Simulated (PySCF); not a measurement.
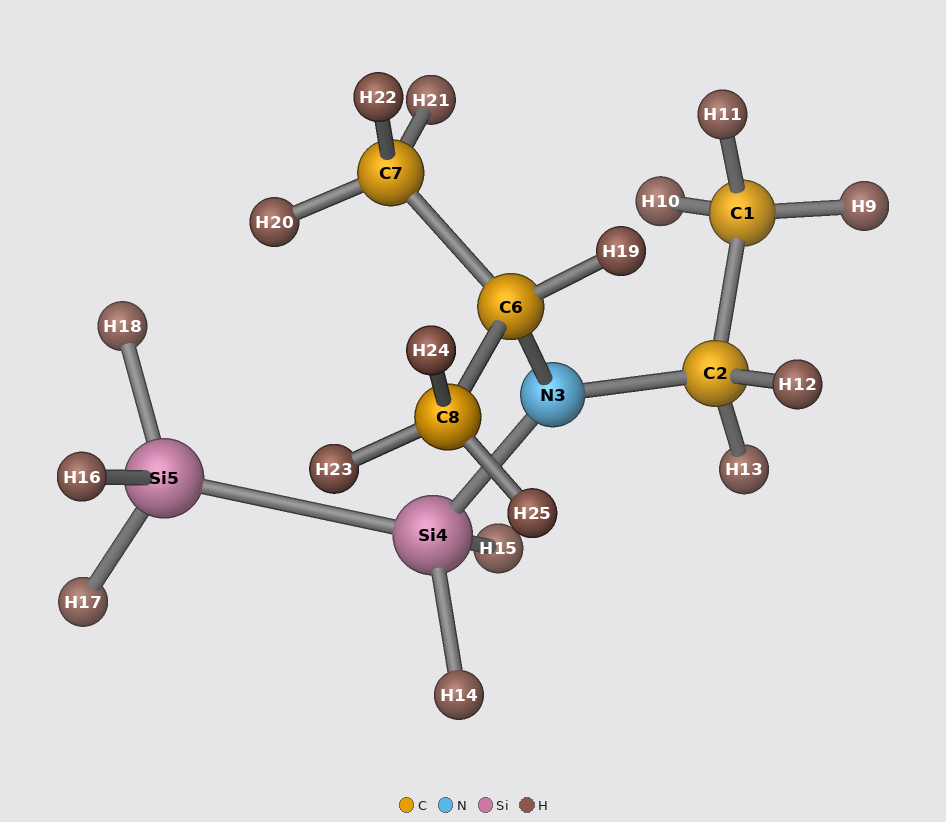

The geometry was computed by an optimisation with GFN2-xTB. No frequency run is at hand to confirm it as a minimum. Electric field gradients from the ground-state density, PBE0/pcSseg-1 (PySCF 2.14.0), non-relativistic apart from any core potentials.

Give the largest field-gradient component, the quadrupole coupling constant and the asymmetry for 14N at N3 (Q = 20.44 mb), 2H at H9 (Q = 2.86 mb), 2H at H10 (Q = 2.86 mb).

| atom | V_zz (a.u.) | e²qQ/h (MHz) | η |
| --- | --- | --- | --- |
| N3 | −1.197 | −5.75 | 0.26 |
| H9 | 0.317 | 0.213 | 0.02 |
| H10 | 0.315 | 0.212 | 0.02 |

The geometry is semi-empirical. Around Si such bond lengths and angles can be off by a tenth of an ångström or more and by several degrees, and values that hang on the shape move with them.
